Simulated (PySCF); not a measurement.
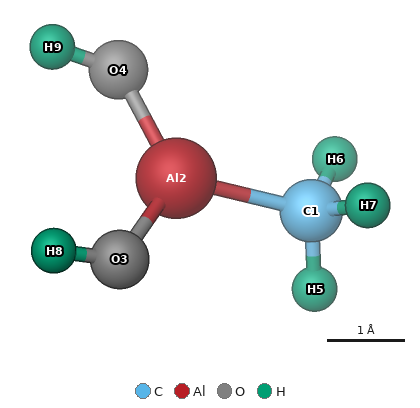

**Figure 1.** The structure as given in the input (ball-and-stick view, seen at a tilt; atoms are numbered from 1 in the order of the input). Sticks mark near contacts. Bond lengths as drawn: Al–C 1.93 Å, Al–O 1.70 Å, C–H 1.09 Å and H–O 0.95 Å.

Energy and gradient calculation, with input and output: CH5AlO2

The run: energy and gradient calculation of CH5AlO2, SMILES C[Al](O)O. Method and program: B3LYP/6-31G*, RKS (PySCF 2.14.0).

The geometry comes from this level: PBE0-D4/def2-TZVP. Figures and captions count atoms from 1; the log counts them from 0 in places.

**Input (input.py)**
```python
import pyscf.grad
from pyscf import gto, dft

system = gto.M(
    atom=[
    ('C', (-0.025110, 1.109820, -1.034090)),
    ('Al', (-0.001290, -0.302910, 0.285630)),
    ('O', (0.957740, -1.672870, -0.006720)),
    ('O', (-0.933740, -0.131550, 1.694140)),
    ('H', (-0.226970, 0.712350, -2.032300)),
    ('H', (-0.780650, 1.863510, -0.803740)),
    ('H', (0.945840, 1.611200, -1.084700)),
    ('H', (1.048330, -2.422320, 0.577320)),
    ('H', (-0.984140, -0.767250, 2.404460)),
],
    max_memory=1860,
    spin=0,
    basis='6-31g*',
    verbose=4,
)

mf = dft.RKS(system, xc='b3lyp')
mf.conv_tol = 1e-10
mf.grids.level = 5
mf.kernel()
if not mf.converged:
    mf = mf.newton().run(mf.mo_coeff, mf.mo_occ)

energy = mf.e_tot
print(f'total energy: {energy:.8f} hartree')
grad = mf.Gradients().kernel()
dip = mf.dip_moment()
pop, q = mf.mulliken_pop()
```

Hardware: 1 thread of Arm Neoverse V1, 24 GiB of memory available, shared host.

Run as:
```bash
OMP_NUM_THREADS=1 python input.py
```

**What the program printed**
```
PySCF version 2.14.0

[INPUT] num. atoms = 9
[INPUT] num. electrons = 40
[INPUT] charge = 0
[INPUT] spin (= nelec alpha-beta = 2S) = 0
[INPUT] symmetry False subgroup None
[INPUT] Mole.unit = angstrom
[INPUT] Symbol           X                Y                Z      unit          X                Y                Z       unit  Magmom
[INPUT]  1 C     -0.025110000000   1.109820000000  -1.034090000000 AA   -0.047451022988   2.097255847565  -1.954146888151 Bohr   0.0
[INPUT]  2 Al    -0.001290000000  -0.302910000000   0.285630000000 AA   -0.002437746701  -0.572416940392   0.539762472960 Bohr   0.0
[INPUT]  3 O      0.957740000000  -1.672870000000  -0.006720000000 AA    1.809866298541  -3.161266142001  -0.012698959557 Bohr   0.0
[INPUT]  4 O     -0.933740000000  -0.131550000000   1.694140000000 AA   -1.764512871551  -0.248593471687   3.201460616671 Bohr   0.0
[INPUT]  5 H     -0.226970000000   0.712350000000  -2.032300000000 AA   -0.428911138493   1.346146404834  -3.840490402954 Bohr   0.0
[INPUT]  6 H     -0.780650000000   1.863510000000  -0.803740000000 AA   -1.475214699142   3.521523530388  -1.518848475358 Bohr   0.0
[INPUT]  7 H      0.945840000000   1.611200000000  -1.084700000000 AA    1.787378557659   3.044726731899  -2.049785927316 Bohr   0.0
[INPUT]  8 H      1.048330000000  -2.422320000000   0.577320000000 AA    1.981056588165  -4.577521386056   1.090976686234 Bohr   0.0
[INPUT]  9 H     -0.984140000000  -0.767250000000   2.404460000000 AA   -1.859755068229  -1.449892369073   4.543770877472 Bohr   0.0

nuclear repulsion = 158.332931126526
number of shells = 36
number of NR pGTOs = 152
number of NR cGTOs = 70
basis = 6-31g*
ecp = {}

******** <class 'pyscf.dft.rks.RKS'> ********
method = RKS
initial guess = minao
damping factor = 0
level_shift factor = 0
DIIS = <class 'pyscf.scf.diis.CDIIS'>
diis_start_cycle = 1
diis_space = 8
diis_damp = 0
SCF conv_tol = 1e-10
SCF conv_tol_grad = None
SCF max_cycles = 50
direct_scf = True
direct_scf_tol = 1e-13
XC library pyscf.dft.libxc version 7.0.0
    S. Lehtola, C. Steigemann, M. J.T. Oliveira, and M. A.L. Marques.,  SoftwareX 7, 1–5 (2018)
XC functionals = b3lyp
    P. J. Stephens, F. J. Devlin, C. F. Chabalowski, and M. J. Frisch.,  J. Phys. Chem. 98, 11623 (1994)
radial grids:
    Treutler-Ahlrichs [JCP 102, 346 (1995); DOI:10.1063/1.469408] (M4) radial grids

becke partition: Becke, JCP 88, 2547 (1988); DOI:10.1063/1.454033
pruning grids: <function nwchem_prune>
grids dens level: 5
symmetrized grids: False
atomic radii adjust function: <function treutler_atomic_radii_adjust>
small_rho_cutoff = 0
Set gradient conv threshold to 1e-05
Initial guess from minao.
tot grids = 289688
init E= -434.146868552635
  HOMO = -0.374063150234575  LUMO = -0.0766382861811845  gap/eV = 8.09334
cycle= 1 E= -433.826234299429  delta_E= 0.321  |g|= 1.17  |ddm|= 2.54
  HOMO = -0.104694529954158  LUMO = 0.0408706731620061  gap/eV = 3.96103
cycle= 2 E= -433.336143961725  delta_E= 0.49  |g|= 1.93  |ddm|= 2.04
  HOMO = -0.280645532975219  LUMO = -0.00496394647177878  gap/eV = 7.50168
cycle= 3 E= -434.091573539149  delta_E= -0.755  |g|= 0.142  |ddm|= 1.36
  HOMO = -0.299577150938496  LUMO = -0.00486233928405877  gap/eV = 8.01960
cycle= 4 E= -434.095438005433  delta_E= -0.00386  |g|= 0.0673  |ddm|= 0.166
  HOMO = -0.298693599199182  LUMO = -0.00251596109153729  gap/eV = 8.05940
cycle= 5 E= -434.096625129605  delta_E= -0.00119  |g|= 0.00745  |ddm|= 0.0569
  HOMO = -0.298149699734374  LUMO = -0.00227945850563138  gap/eV = 8.05104
cycle= 6 E= -434.096638541567  delta_E= -1.34e-05  |g|= 0.00131  |ddm|= 0.00855
  HOMO = -0.29817473596698  LUMO = -0.00240285587358535  gap/eV = 8.04836
cycle= 7 E= -434.096638761373  delta_E= -2.2e-07  |g|= 0.000912  |ddm|= 0.00152
  HOMO = -0.298167545820579  LUMO = -0.00241169345407721  gap/eV = 8.04793
cycle= 8 E= -434.096638915307  delta_E= -1.54e-07  |g|= 0.000164  |ddm|= 0.000648
  HOMO = -0.298160707524038  LUMO = -0.0024024336792996  gap/eV = 8.04799
cycle= 9 E= -434.096638921404  delta_E= -6.1e-09  |g|= 8.64e-06  |ddm|= 0.000162
  HOMO = -0.298162894510332  LUMO = -0.00240325123009111  gap/eV = 8.04803
cycle= 10 E= -434.096638921426  delta_E= -2.23e-11  |g|= 8.79e-07  |ddm|= 1.19e-05
  HOMO = -0.298162561500625  LUMO = -0.00240325114100459  gap/eV = 8.04802
```

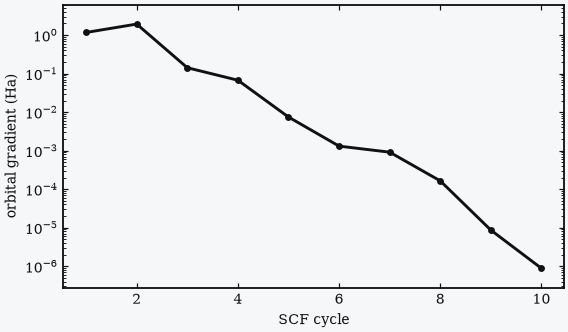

**Figure 2.** Convergence of the self-consistent field: orbital gradient against the SCF cycle. The residual falls almost steadily, with no more than small rises.

```
Extra cycle  E= -434.096638921428  delta_E= -2.05e-12  |g|= 8.69e-07  |ddm|= 1.71e-06
converged SCF energy = -434.096638921428
total energy: -434.09663892 hartree

******** <class 'pyscf.grad.rks.Gradients'> for <class 'pyscf.dft.rks.RKS'> ********
unit = Eh/Bohr
grid_response = False
--------------- RKS gradients ---------------
         x                y                z
0 C    -0.0003184439    -0.0011341874     0.0012998970
1 Al     0.0001755701    -0.0033211029     0.0030418096
2 O    -0.0049648394     0.0010972175     0.0074196181
3 O     0.0051766671    -0.0072054167    -0.0017038394
4 H     0.0006594774     0.0004392922     0.0019727947
5 H     0.0013963791    -0.0016245294    -0.0000451440
6 H    -0.0016987552    -0.0012232065     0.0000983522
7 H    -0.0009366976     0.0070796733    -0.0053967421
8 H     0.0005192284     0.0058915767    -0.0066910128
----------------------------------------------
Dipole moment(X, Y, Z, Debye):  0.06118, -1.41479,  1.31701
 ** Mulliken pop  **
pop of  0 C 1s            1.99660
pop of  0 C 2s            0.66166
pop of  0 C 3s            0.67485
pop of  0 C 2px           0.69447
pop of  0 C 2py           0.71529
pop of  0 C 2pz           0.71359
pop of  0 C 3px           0.37210
pop of  0 C 3py           0.42987
pop of  0 C 3pz           0.42554
pop of  0 C 3dxy          0.00811
pop of  0 C 3dyz          0.00302
pop of  0 C 3dz^2         0.00680
pop of  0 C 3dxz          0.00104
pop of  0 C 3dx2-y2       0.00195
pop of  1 Al 1s           1.99965
pop of  1 Al 2s           1.99680
pop of  1 Al 3s           0.62733
pop of  1 Al 4s           0.05649
pop of  1 Al 2px          1.98744
pop of  1 Al 2py          1.98872
pop of  1 Al 2pz          1.98869
pop of  1 Al 3px          0.23858
pop of  1 Al 3py          0.36740
pop of  1 Al 3pz          0.35548
pop of  1 Al 4px          0.08448
pop of  1 Al 4py          0.06690
pop of  1 Al 4pz          0.06699
pop of  1 Al 3dxy         0.05063
pop of  1 Al 3dyz         0.07217
pop of  1 Al 3dz^2        0.06279
pop of  1 Al 3dxz         0.04990
pop of  1 Al 3dx2-y2      0.05358
pop of  2 O 1s            1.99710
pop of  2 O 2s            0.89059
pop of  2 O 3s            0.94796
pop of  2 O 2px           1.03675
pop of  2 O 2py           0.91697
pop of  2 O 2pz           0.98652
pop of  2 O 3px           0.74322
pop of  2 O 3py           0.53157
pop of  2 O 3pz           0.69481
pop of  2 O 3dxy          0.00098
pop of  2 O 3dyz          0.00733
pop of  2 O 3dz^2         0.00179
pop of  2 O 3dxz          0.00154
pop of  2 O 3dx2-y2       0.00259
pop of  3 O 1s            1.99710
pop of  3 O 2s            0.89091
pop of  3 O 3s            0.94817
pop of  3 O 2px           1.03817
pop of  3 O 2py           0.97466
pop of  3 O 2pz           0.92674
pop of  3 O 3px           0.74810
pop of  3 O 3py           0.67907
pop of  3 O 3pz           0.54255
pop of  3 O 3dxy          0.00144
pop of  3 O 3dyz          0.00741
pop of  3 O 3dz^2         0.00106
pop of  3 O 3dxz          0.00106
pop of  3 O 3dx2-y2       0.00331
pop of  4 H 1s            0.51659
pop of  4 H 2s            0.31386
pop of  5 H 1s            0.51738
pop of  5 H 2s            0.30892
pop of  6 H 1s            0.51625
pop of  6 H 2s            0.31633
pop of  7 H 1s            0.47879
pop of  7 H 2s            0.10747
pop of  8 H 1s            0.47881
pop of  8 H 2s            0.10720
 ** Mulliken atomic charges  **
charge of    0C =     -0.70488
charge of    1Al =      0.88599
charge of    2O =     -0.75974
charge of    3O =     -0.75977
charge of    4H =      0.16955
charge of    5H =      0.17370
charge of    6H =      0.16742
charge of    7H =      0.41374
charge of    8H =      0.41398
```

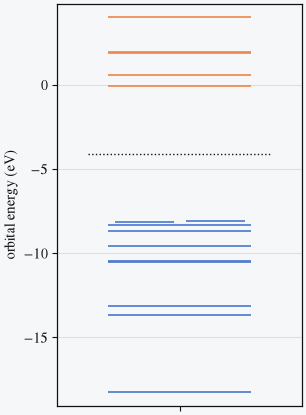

**Figure 3.** Orbital energies near the frontier; the dotted line parts filled from empty levels, and levels within 0.02 eV of each other stand side by side. Highest filled −8.11 eV, lowest empty −0.07 eV, 8.04 eV apart.

**Results in brief**

| quantity | value |
| --- | --- |
| outcome | converged |
| total energy | −434.096639 hartree |
| basis functions | 70 |
| largest force | 0.465 eV/Å |
| HOMO | −8.11 eV |
| LUMO | −0.07 eV |
| dipole moment | 1.93 D |
| wall time | 23 s |
| peak memory | 0.69 GiB |
